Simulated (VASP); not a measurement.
Energy against volume of KI (rock salt). These are PBEsol GGA, VASP's PBE PAW potentials (set 64) (plane waves; VASP) values and carry that method's errors.

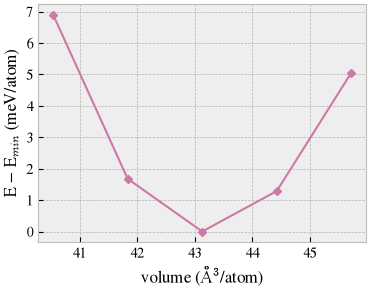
Fig. 1. Energy against volume

Estimate the equilibrium volume and the bulk modulus.

The minimum lies near 43.2 Å³/atom, and the curvature gives B0 of about 12 GPa.

The compound is KI in the rock salt structure. It was relaxed first.
